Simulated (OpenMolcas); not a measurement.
Multiconfigurational calculation for Ne³⁺ (part 2 of 2)

Continued. System: Ne³⁺. Method: state-averaged CASSCF, active space 5 electrons in the shells 2s 2p, basis ANO-L-VTZP, non-relativistic scalar Hamiltonian, spin-orbit coupling by RASSI with atomic mean-field integrals (OpenMolcas).

**Output (extracts), continued**
```
++ Dipole transition strengths (spin-free states):
   -----------------------------------------------
     for osc. strength at least  1.00000000E+00

  ( Max oscillator strength is only   0.10859800946317248      )
--
Eigenvalues of complex Hamiltonian:
   -----------------------------------
  (Shifted by EMIN (a.u.) =       -124.0968507985)

 SO State       Relative EMIN(au)   Rel lowest level(eV)    D:o, cm**(-1)     J-value

     1            -0.0000316135        0.0000000000              0.0000         0.9
     2            -0.0000316135        0.0000000000              0.0000         1.0
     3            -0.0000316135        0.0000000000              0.0000         1.4
     4            -0.0000316135        0.0000000000              0.0000         1.2
     5             0.2068613819        5.6298452095          45407.7639         1.0
     6             0.2068613819        5.6298452095          45407.7639         1.1
     7             0.2068613819        5.6298452095          45407.7639         1.3
     8             0.2068613819        5.6298452095          45407.7639         1.2
     9             0.2069995828        5.6336058474          45438.0955         2.0
    10             0.2069995828        5.6336058474          45438.0955         2.0
    11             0.2069995828        5.6336058474          45438.0955         1.7
    12             0.2069995828        5.6336058474          45438.0955         1.8
    13             0.2069995828        5.6336058474          45438.0955         2.1
    14             0.2069995828        5.6336058474          45438.0955         2.2
    15             0.2874520098        7.8228279124          63095.3622         0.4
    16             0.2874520098        7.8228279124          63095.3622         0.4
    17             0.2874990517        7.8241079882          63105.6867         1.1
    18             0.2874990517        7.8241079882          63105.6867         1.1
    19             0.2874990517        7.8241079882          63105.6867         1.2
    20             0.2874990517        7.8241079882          63105.6867         1.2
    21             0.8380351367       22.8049580398         183934.3911         2.2
    22             0.8380351367       22.8049580398         183934.3911         2.2
    23             0.8380351367       22.8049580398         183934.3911         2.4
    24             0.8380351367       22.8049580398         183934.3911         2.3
    25             0.8380351367       22.8049580398         183934.3911         1.2
    26             0.8380351367       22.8049580398         183934.3911         1.2
    27             0.8405330896       22.8729308018         184482.6284         0.8
    28             0.8405330896       22.8729308018         184482.6284         0.8
    29             0.8405330896       22.8729308018         184482.6284         1.4
    30             0.8405330896       22.8729308018         184482.6284         1.4
    31             0.8420073485       22.9130474284         184806.1908         0.4
    32             0.8420073485       22.9130474284         184806.1908         0.4
    33             1.2122824701       32.9887467802         266072.1866         1.3
    34             1.2122824701       32.9887467802         266072.1866         1.3
    35             1.2122824701       32.9887467802         266072.1866         1.0
    36             1.2122824701       32.9887467802         266072.1866         1.0
    37             1.2122923009       32.9890142889         266074.3442         2.3
    38             1.2122923009       32.9890142889         266074.3442         2.1
    39             1.2122923009       32.9890142889         266074.3442         1.5
    40             1.2122923009       32.9890142889         266074.3442         1.5
    41             1.2122923009       32.9890142889         266074.3442         2.3
Weights of the five most important spin-orbit-free states for each spin-orbit state.

 SO State  Total energy (au)           Spin-free states, spin, and weights
 -------------------------------------------------------------------------------------------------------
    1        -0.000032       1 1.5  0.9999    9 0.5  0.0001    8 0.5  0.0000    7 0.5  0.0000    5 0.5  0.0000
    2        -0.000032       1 1.5  0.9999    9 0.5  0.0001    8 0.5  0.0000    7 0.5  0.0000    4 0.5  0.0000
    3        -0.000032       1 1.5  0.9999    7 0.5  0.0000    8 0.5  0.0000    9 0.5  0.0000    3 0.5  0.0000
    4        -0.000032       1 1.5  0.9999    7 0.5  0.0001    8 0.5  0.0000    9 0.5  0.0000    2 0.5  0.0000
    5         0.206861       5 0.5  0.3975    4 0.5  0.3093    6 0.5  0.1254    3 0.5  0.1217    2 0.5  0.0445
    6         0.206861       5 0.5  0.3595    4 0.5  0.2004    6 0.5  0.1948    3 0.5  0.1753    2 0.5  0.0683
    7         0.206861       2 0.5  0.3532    6 0.5  0.2787    3 0.5  0.2727    4 0.5  0.0896    5 0.5  0.0041
    8         0.206861       2 0.5  0.3327    3 0.5  0.2290    6 0.5  0.1997    4 0.5  0.1993    5 0.5  0.0376
    9         0.207000       6 0.5  0.5756    2 0.5  0.2070    3 0.5  0.1030    5 0.5  0.1006    4 0.5  0.0137
   10         0.207000       6 0.5  0.5584    2 0.5  0.2160    5 0.5  0.1133    3 0.5  0.0906    4 0.5  0.0217
   11         0.207000       5 0.5  0.4954    4 0.5  0.2893    2 0.5  0.1018    3 0.5  0.0827    6 0.5  0.0307
   12         0.207000       5 0.5  0.4814    4 0.5  0.2477    2 0.5  0.1376    3 0.5  0.1161    6 0.5  0.0173
```

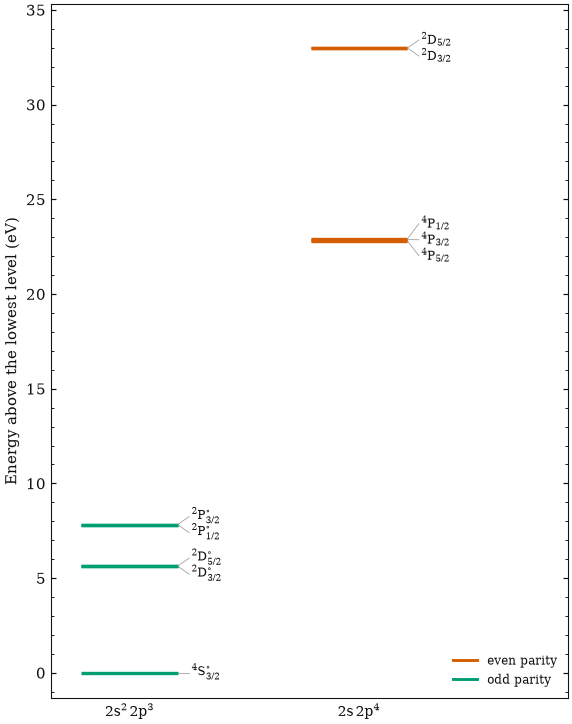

Level diagram of Ne³⁺. The lowest level is 2s² 2p³ ⁴S°₃/₂. The first excited level, 2s² 2p³ ²D°₃/₂, lies at 5.63 eV. Among those computed, the lowest level of opposite parity, 2s 2p⁴ ⁴P₅/₂, is at 22.8 eV. The leading LS term holds 100 % of a level on average. The ground level has g = 2.002. Spin-orbit coupling puts the ground level 0.000860 eV below the lowest spin-free term.

```
Configuration   Level  E (eV)
      2s² 2p³  ⁴S°₃/₂       0
      2s² 2p³  ²D°₃/₂   5.630
      2s² 2p³  ²D°₅/₂   5.634
      2s² 2p³  ²P°₁/₂   7.823
      2s² 2p³  ²P°₃/₂   7.824
       2s 2p⁴   ⁴P₅/₂   22.80
       2s 2p⁴   ⁴P₃/₂   22.87
       2s 2p⁴   ⁴P₁/₂   22.91
       2s 2p⁴   ²D₃/₂   32.99
       2s 2p⁴   ²D₅/₂   32.99
```

**The input**
```
&GATEWAY
Coord
1

Ne 0.0 0.0 0.0
Basis=ANO-L-VTZP
Group=XYZ
NoMove
AngMom=0.0 0.0 0.0
AMFI
&SEWARD
&RASSCF
FileOrb=start.orb
Symmetry=2
Spin=4
nActEl=5 0 0
Inactive=1 0
Ras2=1 3
CIRoot=1 1 1
SDav=1
CIMx=300
Iter=120 100
PrWF=0.3
OrbListing=Nothing
MaxOrb=0
Atom
>>> COPY $Project.JobIph JOB001
&RASSCF
FileOrb=start.orb
Symmetry=2
Spin=2
nActEl=5 0 0
Inactive=1 0
Ras2=1 3
CIRoot=8 8 1
SDav=11
CIMx=300
Iter=120 100
PrWF=0.3
OrbListing=Nothing
MaxOrb=0
Atom
>>> COPY $Project.JobIph JOB002
&RASSCF
FileOrb=start.orb
Symmetry=1
Spin=4
nActEl=5 0 0
Inactive=1 0
Ras2=1 3
CIRoot=3 3 1
SDav=3
CIMx=300
Iter=120 100
PrWF=0.3
OrbListing=Nothing
MaxOrb=0
Atom
>>> COPY $Project.JobIph JOB003
&RASSCF
FileOrb=start.orb
Symmetry=1
Spin=2
nActEl=5 0 0
Inactive=1 0
Ras2=1 3
CIRoot=6 6 1
SDav=9
CIMx=300
Iter=120 100
PrWF=0.3
OrbListing=Nothing
MaxOrb=0
Atom
>>> COPY $Project.JobIph JOB004
&RASSI
NrOfJobIphs=4 1 8 3 6
1
1 2 3 4 5 6 7 8
1 2 3
1 2 3 4 5 6
IphNames
JOB001
JOB002
JOB003
JOB004
EJob
SpinOrbit
DIPRint=1.0
SOCoupling=1000.0
Subsets=2
MEES
Property=10
'ANGMOM' 1 'ANGMOM' 2 'ANGMOM' 3 'MLTPL  1' 1 'MLTPL  1' 2 'MLTPL  1' 3
'AMFI' 1 'AMFI' 2 'AMFI' 3 'MLTPL  2' 6
SOProperty=3
'ANGMOM' 1 'ANGMOM' 2 'ANGMOM' 3
```

The file start.orb holds starting orbitals from an earlier step. A driver script formed the levels outside the program, from RASSI's spin-orbit matrix and the active-space energies, averaged over the components of each term or state.

Command:
```bash
OMP_NUM_THREADS=1 MOLCAS_MEM=1689 MOLCAS_PROJECT=a pymolcas a.inp > a.log  # once for each step of the input, in one work folder
```

**Key numbers**

- outcome: converged
- lowest level: 2s² 2p³ ⁴S°₃/₂
- first excited level: 2s² 2p³ ²D°₃/₂, 45,408 cm⁻¹
- energy of the lowest spin-free term: −124.09685 hartree
- energy of the lowest spin-orbit level: −124.09688 hartree
- largest spread among components of a term: 0.0 cm⁻¹
- hardware: 1 CPU thread, shared host
- wall time: 7.4 s

**Remarks**

Without dynamic correlation the gaps between configurations can be off by an electronvolt or more. Caveats: only configurations of the active space are included.
